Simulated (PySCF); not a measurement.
Input file:

```
{"job": {"kind": "nmr", "xc": "PBE0", "basis": "pcSseg-1", "pop": false}, "charge": 0, "multiplicity": 1}
P     -0.553100    -1.699700    -0.294300
P      1.488900    -0.658100    -0.332000
P      0.885600     0.646400     1.281600
P     -0.492300     1.508700    -0.098100
P     -1.938800    -0.092900     0.056200
H     -0.604500    -1.600200    -1.719000
H      2.192800    -1.612600     0.375000
H      2.085400     1.476600     1.169200
H     -1.345300     2.257500     0.768400
H     -1.916600    -0.223300     1.452600
```

Run with:

```sh
OMP_NUM_THREADS=1 python probes_run.py task.json out
```

Geometry: GFN2-xTB, MD frame at 250 fs, 300 K.

Theory: PySCF 2.14.0, PBE0/pcSseg-1, SCF density, gas phase, non-relativistic.

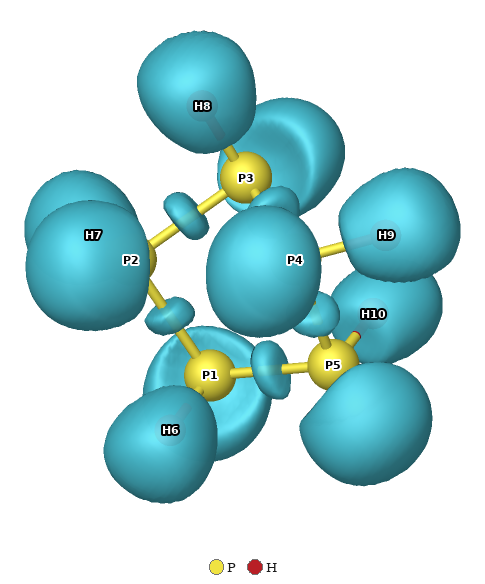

H5P5 (SMILES [pH]1[pH][pH][pH][pH]1). Isosurface of the electron localisation function at 0.85 (cyan), seen at a tilt. Core shells and regions of very low density are left out.

### Where are the electrons localised?

The ELF exceeds this value in five regions between bonded P–P atoms (shared pairs), five regions around hydrogen nuclei and five lobes on P, pointing away from the bonds (lone pairs). Along the contacts the grid gives the following. P–P (2.13 Å): the ELF peaks at about 0.95 between the atoms, as expected for a shared electron pair. P–H (1.38 Å): the ELF climbs to about 1 towards the hydrogen, as it does in any bond to H.
